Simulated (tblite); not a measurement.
**C$_{2}$H$_{8}$BSi: geometry relaxation (part 1 of 4)**

The run: geometry relaxation of C$_{2}$H$_{8}$BSi, multiplicity 2. Method and program: GFN2-xTB geometry optimisation, gas phase (tblite 0.8.0).

It belongs to a series of runs on one base structure; here: X = H replaced by BMe2.

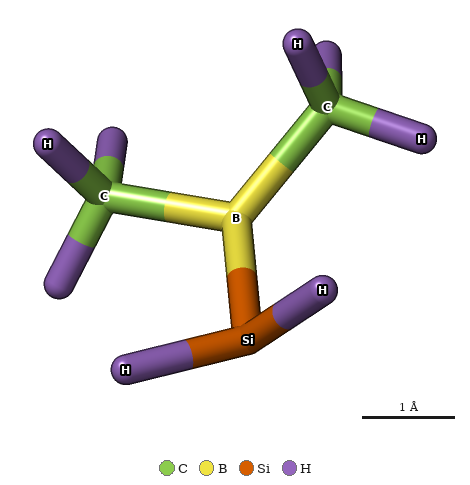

The structure as given in the input (stick view, seen at a tilt). Bond lengths as drawn: B–C 1.58 Å, B–Si 1.95 Å, C–H 1.11 to 1.12 Å and H–Si 1.46 to 1.47 Å.

The input
```
{"job": {"kind": "relax", "xc": "GFN2-xTB", "basis": "xTB"}, "charge": 0, "multiplicity": 2}
C     -0.149000     1.509700     0.281200
B     -0.006700    -0.053000     0.469400
C     -1.170500    -0.989000    -0.046400
Si     1.799600    -0.770800     0.345600
H     -1.172700     1.831000     0.606900
H     -0.014400     1.768800    -0.789900
H      0.597800     2.048900     0.892800
H     -2.151200    -0.571800     0.283700
H     -1.057900    -2.014200     0.358800
H     -1.156900    -1.025900    -1.154000
H      1.790700    -1.968800    -0.513100
H      2.692100     0.234500    -0.216900
```

The first line tells a small driver script what to run in tblite; the rest is the geometry in Å.

Command:
```bash
OMP_NUM_THREADS=1 python <driver script> task.json out
```

The program's output
```
step      E/eV     max force
  0    -305.61822    1.602
  1    -305.73453    0.878
  2    -305.82163    0.911
  3    -305.86101    0.719
  4    -305.91928    0.521
  5    -305.96162    0.705
  6    -306.06794    0.799
  7    -306.12019    0.713
  8    -306.16493    0.385
  9    -306.18773    0.347
 10    -306.20696    0.402
 11    -306.22351    0.514
 12    -306.23730    0.454
 13    -306.24954    0.419
 14    -306.26616    0.471
 15    -306.28622    0.460
 16    -306.30078    0.358
 17    -306.30919    0.359
 18    -306.31573    0.233
 19    -306.32087    0.216
 20    -306.32483    0.186
 21    -306.32812    0.136
 22    -306.32926    0.147
 23    -306.33060    0.095
 24    -306.33116    0.055
 25    -306.33150    0.048
 26    -306.33172    0.055
 27    -306.33193    0.046
 28    -306.33208    0.022
 29    -306.33218    0.020
 30    -306.33223    0.017
 31    -306.33227    0.015
 32    -306.33232    0.016
 33    -306.33237    0.019
 34    -306.33241    0.020
 35    -306.33244    0.020
 36    -306.33250    0.022
 37    -306.33259    0.023
 38    -306.33274    0.029
 39    -306.33294    0.035
 40    -306.33317    0.043
 41    -306.33348    0.054
 42    -306.33408    0.067
 43    -306.33570    0.100
 44    -306.33674    0.191
 45    -306.33882    0.162
 46    -306.34058    0.049
 47    -306.34095    0.059
 48    -306.34120    0.048
 49    -306.34144    0.039
 50    -306.34239    0.050
 51    -306.34352    0.078
 52    -306.34505    0.093
 53    -306.34412    0.213
 54    -306.34708    0.101
 55    -306.34786    0.080
 56    -306.34776    0.194
 57    -306.34980    0.060
 58    -306.35040    0.040
 59    -306.35091    0.127
 60    -306.35159    0.023
 61    -306.35173    0.023
 62    -306.35186    0.025
 63    -306.35190    0.021
 64    -306.35195    0.013
 65    -306.35197    0.014
 66    -306.35201    0.015
 67    -306.35205    0.018
 68    -306.35211    0.019
 69    -306.35216    0.015
 70    -306.35219    0.016
 71    -306.35220    0.016
 72    -306.35223    0.019
 73    -306.35227    0.015
 74    -306.35231    0.018
 75    -306.35235    0.012
 76    -306.35236    0.010
```

Trajectory as extended XYZ (Å, eV, eV/Å), 65 of the 77 frames kept, from step=0 to step=76
```
12
Properties=species:S:1:pos:R:3:forces:R:3 step=0 energy=-305.61822
C    -0.1490    1.5097    0.2812   -0.6180   0.2680   0.7090
B    -0.0067   -0.0530    0.4694    1.2260  -0.3640  -0.9640
C    -1.1705   -0.9890   -0.0464   -0.5580  -0.0040   0.6670
Si    1.7996   -0.7708    0.3456   -1.3260   0.3220  -0.3550
H    -1.1727    1.8310    0.6069    0.8710   0.1180  -0.4380
H    -0.0144    1.7688   -0.7899   -0.1170  -0.0100   0.7740
H     0.5978    2.0489    0.8928   -0.4320   0.0380  -0.5170
H    -2.1512   -0.5718    0.2837    0.4580  -0.5760  -0.4490
H    -1.0579   -2.0142    0.3588   -0.3290   0.4600  -0.4700
H    -1.1569   -1.0259   -1.1540   -0.1200  -0.0790   0.7030
H     1.7907   -1.9688   -0.5131    0.4220  -0.0900   0.2370
H     2.6921    0.2345   -0.2169    0.5230  -0.0820   0.1030
12
Properties=species:S:1:pos:R:3:forces:R:3 step=1 energy=-305.73453
C    -0.1578    1.5136    0.2913   -0.0750  -0.1440   0.2900
B     0.0108   -0.0582    0.4557    0.3550  -0.0350  -0.7950
C    -1.1785   -0.9891   -0.0369    0.0370   0.0890   0.3020
Si    1.7807   -0.7662    0.3406   -0.6650   0.2440  -0.5180
H    -1.1602    1.8327    0.6006    0.2930   0.2270  -0.1990
H    -0.0160    1.7686   -0.7789   -0.1250   0.0060   0.6820
H     0.5917    2.0494    0.8854   -0.2710   0.1580  -0.3010
H    -2.1446   -0.5801    0.2773    0.0310  -0.3350  -0.2230
H    -1.0626   -2.0077    0.3521   -0.3020   0.1620  -0.2870
H    -1.1586   -1.0270   -1.1440   -0.1270  -0.0680   0.6260
H     1.7968   -1.9701   -0.5097    0.4210  -0.1060   0.2430
H     2.6996    0.2334   -0.2154    0.4260  -0.1960   0.1790
12
Properties=species:S:1:pos:R:3:forces:R:3 step=2 energy=-305.82163
C    -0.1636    1.5108    0.3040    0.2780  -0.3620  -0.0360
B     0.0285   -0.0613    0.4265   -0.7360   0.3570  -0.4000
C    -1.1806   -0.9865   -0.0241    0.3510   0.1340   0.0100
Si    1.7532   -0.7571    0.3231    0.4010   0.0090  -0.6510
H    -1.1465    1.8401    0.5922   -0.3150   0.2790   0.0760
H    -0.0204    1.7687   -0.7541   -0.0760   0.0680   0.2660
H     0.5811    2.0543    0.8735    0.0150   0.2710   0.0220
H    -2.1411   -0.5934    0.2681   -0.3700  -0.0410   0.0430
H    -1.0734   -2.0002    0.3409   -0.1890  -0.2200  -0.0210
H    -1.1630   -1.0295   -1.1213   -0.1040  -0.0540   0.2370
H     1.8117   -1.9737   -0.5011    0.4120  -0.1600   0.2180
H     2.7153    0.2270   -0.2095    0.3330  -0.2810   0.2360
12
Properties=species:S:1:pos:R:3:forces:R:3 step=4 energy=-305.91928
C    -0.1642    1.4986    0.3203   -0.1700   0.4750   0.0140
B     0.0136   -0.0484    0.3762    0.0660  -0.0660   0.1720
C    -1.1765   -0.9795   -0.0070   -0.4320  -0.2240  -0.0760
Si    1.7457   -0.7460    0.2666    0.1170   0.0870  -0.3690
H    -1.1470    1.8629    0.5876   -0.2350   0.0940   0.1750
H    -0.0283    1.7746   -0.7197    0.0130   0.1540  -0.3260
H     0.5728    2.0749    0.8641    0.1260   0.0880   0.2150
H    -2.1570   -0.6106    0.2609   -0.2640   0.0600   0.1620
H    -1.0946   -2.0055    0.3291    0.0080  -0.1800   0.1700
H    -1.1738   -1.0355   -1.0905   -0.0710  -0.0390  -0.3310
H     1.8547   -1.9907   -0.4799    0.3950  -0.3330   0.0660
H     2.7558    0.2046   -0.1895    0.4480  -0.1160   0.1270
12
Properties=species:S:1:pos:R:3:forces:R:3 step=5 energy=-305.96162
C    -0.1676    1.5018    0.3287   -0.2750   0.6490  -0.0230
B     0.0073   -0.0432    0.3540    0.2820  -0.1700   0.3350
C    -1.1829   -0.9805    0.0001   -0.5910  -0.2890  -0.1290
Si    1.7441   -0.7386    0.2304   -0.0500   0.0660  -0.2900
H    -1.1521    1.8764    0.5888   -0.1490   0.0170   0.2020
H    -0.0321    1.7806   -0.7085    0.0230   0.1890  -0.4410
H     0.5711    2.0871    0.8636    0.0990  -0.0080   0.2480
H    -2.1704   -0.6181    0.2606   -0.1720   0.0670   0.1890
H    -1.1053   -2.0117    0.3265    0.0590  -0.1010   0.2180
H    -1.1807   -1.0393   -1.0813   -0.0890  -0.0430  -0.4480
H     1.8844   -2.0060   -0.4678    0.3760  -0.3280   0.0490
H     2.7855    0.1908   -0.1768    0.4880  -0.0480   0.0880
12
Properties=species:S:1:pos:R:3:forces:R:3 step=6 energy=-306.06794
C    -0.1824    1.5248    0.3508   -0.3340   0.6570  -0.2090
B    -0.0078   -0.0302    0.2971    0.4480  -0.2500   0.6130
C    -1.2132   -0.9896    0.0161   -0.5790  -0.2490  -0.2780
Si    1.7387   -0.7164    0.1148   -0.1420  -0.0800  -0.2750
H    -1.1715    1.9168    0.5982    0.0890  -0.1590   0.2490
H    -0.0433    1.8036   -0.6856    0.0010   0.2870  -0.5450
H     0.5675    2.1226    0.8685   -0.0550  -0.2500   0.2690
H    -2.2147   -0.6385    0.2648    0.0950   0.0570   0.2250
H    -1.1355   -2.0323    0.3248    0.1330   0.1430   0.2940
H    -1.2042   -1.0520   -1.0646   -0.1870  -0.0710  -0.5590
H     1.9820   -2.0585   -0.4299    0.2370   0.0000   0.1350
H     2.8857    0.1488   -0.1368    0.2940  -0.0860   0.0810
12
Properties=species:S:1:pos:R:3:forces:R:3 step=7 energy=-306.12019
C    -0.1925    1.5459    0.3555   -0.2040   0.3440  -0.3130
B    -0.0143   -0.0256    0.2818    0.4110  -0.2180   0.5400
C    -1.2357   -0.9981    0.0169   -0.2810  -0.0830  -0.3160
Si    1.7402   -0.7080    0.0510   -0.1600  -0.0820  -0.1970
H    -1.1837    1.9346    0.6091    0.2000  -0.1910   0.2080
H    -0.0486    1.8206   -0.6859   -0.0500   0.3130  -0.3740
H     0.5662    2.1366    0.8776   -0.1810  -0.3240   0.1900
H    -2.2379   -0.6457    0.2727    0.2200   0.0130   0.1740
H    -1.1477   -2.0423    0.3308    0.1090   0.2770   0.2480
H    -1.2193   -1.0595   -1.0682   -0.2610  -0.0920  -0.3970
H     2.0347   -2.0845   -0.4085    0.1310   0.2170   0.1590
H     2.9397    0.1253   -0.1148    0.0670  -0.1720   0.0770
12
Properties=species:S:1:pos:R:3:forces:R:3 step=8 energy=-306.16493
C    -0.1985    1.5632    0.3461   -0.0120  -0.0870  -0.2490
B    -0.0129   -0.0278    0.2964    0.2560  -0.1170   0.1880
C    -1.2499   -1.0047    0.0057    0.0930   0.1090  -0.1900
Si    1.7454   -0.7086    0.0253   -0.3260   0.0450  -0.0520
H    -1.1893    1.9357    0.6212    0.2250  -0.1360   0.0970
H    -0.0507    1.8345   -0.7017   -0.1070   0.2890  -0.0820
H     0.5648    2.1337    0.8893   -0.2600  -0.2810   0.0410
H    -2.2444   -0.6441    0.2830    0.2480  -0.0420   0.0650
H    -1.1470   -2.0426    0.3423    0.0310   0.3250   0.1130
H    -1.2300   -1.0640   -1.0852   -0.2980  -0.1040  -0.1140
H     2.0550   -2.0894   -0.3987    0.1210   0.1730   0.1210
H     2.9588    0.1134   -0.1056    0.0290  -0.1740   0.0610
12
Properties=species:S:1:pos:R:3:forces:R:3 step=10 energy=-306.20696
C    -0.2026    1.5693    0.3271    0.1230  -0.3540  -0.0580
B    -0.0029   -0.0336    0.3143   -0.2740   0.1370  -0.2600
C    -1.2540   -1.0030   -0.0115    0.3060   0.1870   0.0080
Si    1.7347   -0.7058    0.0020    0.1090   0.0360   0.0290
H    -1.1828    1.9293    0.6355    0.0380  -0.1010  -0.0070
H    -0.0588    1.8622   -0.7181   -0.1180   0.2010   0.1060
H     0.5500    2.1167    0.9004   -0.0980  -0.1250  -0.0360
H    -2.2366   -0.6444    0.2944    0.1290   0.0480   0.0030
H    -1.1449   -2.0258    0.3571    0.0270   0.1480   0.0030
H    -1.2556   -1.0735   -1.1044   -0.2350  -0.0820   0.0770
H     2.0790   -2.0854   -0.3842    0.0840   0.0930   0.0800
H     2.9757    0.0934   -0.0945   -0.0910  -0.1900   0.0540
12
Properties=species:S:1:pos:R:3:forces:R:3 step=11 energy=-306.22351
C    -0.2034    1.5641    0.3191    0.0800  -0.2240  -0.0090
B    -0.0025   -0.0335    0.3126   -0.2940   0.1580  -0.3910
C    -1.2500   -0.9976   -0.0171    0.1860   0.1130   0.0200
Si    1.7292   -0.7025   -0.0102    0.2760  -0.0180   0.0600
H    -1.1769    1.9246    0.6409   -0.0840  -0.1120  -0.0260
H    -0.0659    1.8803   -0.7208   -0.0970   0.1320   0.1320
H     0.5397    2.1063    0.9033    0.0460  -0.0630  -0.0180
H    -2.2292   -0.6450    0.2986    0.0440   0.1330   0.0180
H    -1.1445   -2.0136    0.3628    0.0750   0.0210  -0.0030
H    -1.2739   -1.0803   -1.1093   -0.1640  -0.0570   0.1050
H     2.0945   -2.0823   -0.3745    0.0470   0.0690   0.0640
H     2.9839    0.0787   -0.0873   -0.1150  -0.1540   0.0470
12
Properties=species:S:1:pos:R:3:forces:R:3 step=12 energy=-306.23730
C    -0.2042    1.5573    0.3135    0.0020   0.0080   0.0210
B    -0.0056   -0.0309    0.3008   -0.1030   0.0890  -0.4330
C    -1.2454   -0.9914   -0.0206   -0.0160  -0.0060   0.0000
Si    1.7275   -0.6991   -0.0231    0.2770  -0.0640   0.0970
H    -1.1729    1.9195    0.6447   -0.1700  -0.1320  -0.0220
H    -0.0742    1.8988   -0.7189   -0.0670   0.0780   0.1050
H     0.5315    2.0973    0.9051    0.1550  -0.0390   0.0100
H    -2.2226   -0.6441    0.3022   -0.0170   0.2010   0.0470
H    -1.1437   -2.0029    0.3670    0.1240  -0.0640   0.0100
H    -1.2934   -1.0876   -1.1102   -0.0970  -0.0370   0.0770
H     2.1119   -2.0798   -0.3636    0.0070   0.0520   0.0500
H     2.9923    0.0621   -0.0790   -0.0940  -0.0860   0.0380
12
Properties=species:S:1:pos:R:3:forces:R:3 step=13 energy=-306.24954
C    -0.2056    1.5526    0.3101   -0.0690   0.2030   0.0400
B    -0.0090   -0.0271    0.2804    0.1350  -0.0050  -0.3970
C    -1.2430   -0.9866   -0.0227   -0.1850  -0.1030  -0.0160
Si    1.7299   -0.6968   -0.0346    0.1580  -0.0900   0.1260
H    -1.1728    1.9136    0.6474   -0.1970  -0.1510  -0.0050
H    -0.0828    1.9163   -0.7141   -0.0360   0.0580   0.0430
H     0.5272    2.0897    0.9066    0.1970  -0.0390   0.0310
H    -2.2182   -0.6402    0.3060   -0.0400   0.2300   0.0770
H    -1.1415   -1.9952    0.3704    0.1500  -0.0940   0.0250
H    -1.3122   -1.0948   -1.1085   -0.0560  -0.0310   0.0100
H     2.1290   -2.0780   -0.3525   -0.0260   0.0240   0.0360
H     3.0003    0.0458   -0.0704   -0.0330  -0.0010   0.0310
12
Properties=species:S:1:pos:R:3:forces:R:3 step=14 energy=-306.26616
C    -0.2087    1.5506    0.3064   -0.1230   0.3380   0.0440
B    -0.0111   -0.0219    0.2439    0.3520  -0.0940  -0.2980
C    -1.2438   -0.9823   -0.0260   -0.3000  -0.1660  -0.0320
Si    1.7359   -0.6951   -0.0502   -0.0190  -0.1080   0.1460
H    -1.1774    1.9034    0.6515   -0.1710  -0.1670   0.0220
H    -0.0955    1.9421   -0.7067   -0.0030   0.0590  -0.0330
H     0.5252    2.0792    0.9095    0.1870  -0.0470   0.0410
H    -2.2141   -0.6306    0.3131   -0.0270   0.2200   0.1040
H    -1.1361   -1.9872    0.3757    0.1460  -0.0850   0.0360
H    -1.3396   -1.1056   -1.1062   -0.0300  -0.0400  -0.0700
H     2.1537   -2.0762   -0.3358   -0.0680  -0.0260   0.0140
H     3.0128    0.0227   -0.0571    0.0560   0.1150   0.0260
12
Properties=species:S:1:pos:R:3:forces:R:3 step=15 energy=-306.28622
C    -0.2138    1.5526    0.3007   -0.1270   0.3330   0.0200
B    -0.0090   -0.0162    0.1911    0.4150  -0.1290  -0.1500
C    -1.2483   -0.9790   -0.0321   -0.2920  -0.1550  -0.0480
Si    1.7453   -0.6957   -0.0654   -0.2080  -0.0870   0.1400
H    -1.1872    1.8851    0.6580   -0.0830  -0.1690   0.0440
H    -0.1125    1.9783   -0.6988    0.0250   0.0720  -0.0670
H     0.5261    2.0631    0.9145    0.1090  -0.0460   0.0220
H    -2.2082   -0.6122    0.3252    0.0280   0.1570   0.1100
H    -1.1250   -1.9775    0.3841    0.0930  -0.0360   0.0230
H    -1.3772   -1.1210   -1.1057   -0.0230  -0.0590  -0.1040
H     2.1831   -2.0731   -0.3141   -0.1020  -0.1330  -0.0160
H     3.0281   -0.0051   -0.0395    0.1660   0.2490   0.0270
12
Properties=species:S:1:pos:R:3:forces:R:3 step=17 energy=-306.30919
C    -0.2201    1.5606    0.2894   -0.0110   0.0190  -0.0220
B     0.0039   -0.0123    0.1246    0.0340  -0.0110   0.0320
C    -1.2567   -0.9777   -0.0453   -0.0170   0.0050  -0.0250
Si    1.7544   -0.7031   -0.0626   -0.1690   0.0370   0.0550
H    -1.2021    1.8479    0.6675    0.0660  -0.1040   0.0340
H    -0.1319    2.0258   -0.6939    0.0230   0.0910  -0.0140
H     0.5321    2.0360    0.9211   -0.0570   0.0040  -0.0390
H    -2.1932   -0.5780    0.3457    0.1050   0.0050   0.0500
H    -1.1032   -1.9640    0.3960   -0.0460   0.0500  -0.0330
H    -1.4243   -1.1423   -1.1111   -0.0460  -0.0750  -0.0350
H     2.2017   -2.0707   -0.2928   -0.0780  -0.3200  -0.0410
H     3.0405   -0.0228   -0.0206    0.1960   0.2980   0.0390
12
Properties=species:S:1:pos:R:3:forces:R:3 step=18 energy=-306.31573
C    -0.2221    1.5649    0.2853    0.0570  -0.1410  -0.0480
B     0.0091   -0.0119    0.1085   -0.2120   0.0740   0.0620
C    -1.2605   -0.9782   -0.0503    0.1300   0.0790  -0.0180
Si    1.7528   -0.7052   -0.0593    0.1840  -0.0100   0.0040
H    -1.2054    1.8345    0.6715    0.0840  -0.0590   0.0200
H    -0.1359    2.0405   -0.6938    0.0030   0.0860   0.0260
H     0.5333    2.0291    0.9222   -0.0920   0.0310  -0.0490
H    -2.1867   -0.5677    0.3533    0.0960  -0.0350   0.0160
H    -1.0981   -1.9600    0.3985   -0.0830   0.0570  -0.0460
H    -1.4373   -1.1500   -1.1143   -0.0600  -0.0620   0.0160
H     2.2029   -2.0792   -0.2888   -0.1040  -0.1930  -0.0170
H     3.0490   -0.0175   -0.0146    0.0000   0.1750   0.0330
12
Properties=species:S:1:pos:R:3:forces:R:3 step=19 energy=-306.32087
C    -0.2198    1.5628    0.2807    0.0670  -0.1770  -0.0390
B     0.0120   -0.0131    0.1111   -0.1960   0.0660   0.0130
C    -1.2568   -0.9771   -0.0546    0.1550   0.0930  -0.0030
Si    1.7546   -0.7102   -0.0348    0.1460   0.0570  -0.0590
H    -1.2035    1.8199    0.6715    0.0600   0.0050   0.0100
H    -0.1341    2.0427   -0.6970   -0.0150   0.0660   0.0560
H     0.5348    2.0227    0.9200   -0.0830   0.0700  -0.0360
H    -2.1753   -0.5593    0.3564    0.0380  -0.0590  -0.0070
H    -1.0924   -1.9560    0.3977   -0.1010   0.0220  -0.0430
H    -1.4374   -1.1522   -1.1181   -0.0600  -0.0400   0.0550
H     2.1815   -2.0827   -0.2961   -0.0330  -0.2130   0.0020
H     3.0377    0.0018   -0.0189    0.0240   0.1110   0.0500
12
Properties=species:S:1:pos:R:3:forces:R:3 step=20 energy=-306.32483
C    -0.2194    1.5611    0.2787    0.0540  -0.1160  -0.0440
B     0.0108   -0.0123    0.1082   -0.0750   0.0220  -0.0080
C    -1.2553   -0.9756   -0.0561    0.1080   0.0560  -0.0190
Si    1.7564   -0.7102   -0.0334    0.1690   0.0100  -0.0770
H    -1.2020    1.8152    0.6727    0.0310   0.0180   0.0070
H    -0.1350    2.0482   -0.6962   -0.0230   0.0400   0.0640
H     0.5329    2.0220    0.9190   -0.0550   0.0650  -0.0210
H    -2.1713   -0.5578    0.3586    0.0070  -0.0420  -0.0090
H    -1.0933   -1.9538    0.3971   -0.0790   0.0010  -0.0300
H    -1.4419   -1.1555   -1.1183   -0.0490  -0.0190   0.0650
H     2.1789   -2.0906   -0.2957   -0.0500  -0.0900   0.0240
H     3.0404    0.0085   -0.0165   -0.0370   0.0540   0.0470
12
Properties=species:S:1:pos:R:3:forces:R:3 step=21 energy=-306.32812
C    -0.2191    1.5579    0.2756    0.0190   0.0000  -0.0250
B     0.0101   -0.0109    0.0982    0.1150  -0.0470  -0.0150
C    -1.2529   -0.9727   -0.0585    0.0110  -0.0080  -0.0200
Si    1.7617   -0.7100   -0.0365    0.1020  -0.0340  -0.0840
H    -1.2003    1.8089    0.6748    0.0070   0.0110   0.0020
H    -0.1385    2.0592   -0.6924   -0.0250   0.0120   0.0380
H     0.5295    2.0210    0.9178   -0.0170   0.0450  -0.0020
H    -2.1663   -0.5555    0.3618   -0.0100  -0.0140  -0.0070
H    -1.0951   -1.9501    0.3964   -0.0380  -0.0200  -0.0090
H    -1.4523   -1.1613   -1.1165   -0.0300   0.0060   0.0400
H     2.1792   -2.1005   -0.2918   -0.0650   0.0350   0.0420
H     3.0453    0.0134   -0.0107   -0.0690   0.0150   0.0390
12
Properties=species:S:1:pos:R:3:forces:R:3 step=23 energy=-306.33060
C    -0.2188    1.5558    0.2715    0.0050   0.0350   0.0150
B     0.0169   -0.0115    0.0805    0.0880  -0.0340   0.0090
C    -1.2513   -0.9705   -0.0619   -0.0180  -0.0330   0.0110
Si    1.7710   -0.7117   -0.0464   -0.0080  -0.0240  -0.0610
H    -1.1994    1.8007    0.6775    0.0040  -0.0230  -0.0030
H    -0.1454    2.0748   -0.6860   -0.0150  -0.0040  -0.0260
H     0.5256    2.0205    0.9171    0.0160   0.0190   0.0140
H    -2.1609   -0.5516    0.3659    0.0110   0.0170  -0.0020
H    -1.0973   -1.9467    0.3963    0.0010  -0.0320   0.0080
H    -1.4685   -1.1683   -1.1130   -0.0070   0.0210  -0.0230
H     2.1800   -2.1078   -0.2829   -0.0430   0.0480   0.0320
H     3.0494    0.0156   -0.0006   -0.0330   0.0100   0.0250
```
